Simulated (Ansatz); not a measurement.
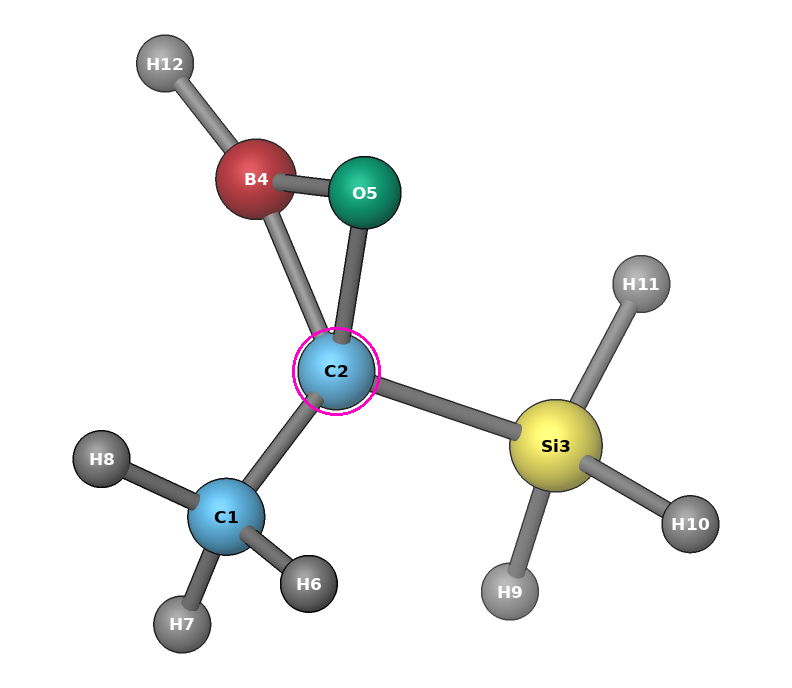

Depth is shown by fading: the farther an atom, the more it takes the colour of the background. Circles mark the stereogenic atoms. The computed structure is the end point of a PBE0-D4/def2-TZVP optimisation. No frequency run is at hand to confirm it as a minimum.

### Assign CIP descriptors.

C2: S (priorities Si3 > O5 > C1 > B4).
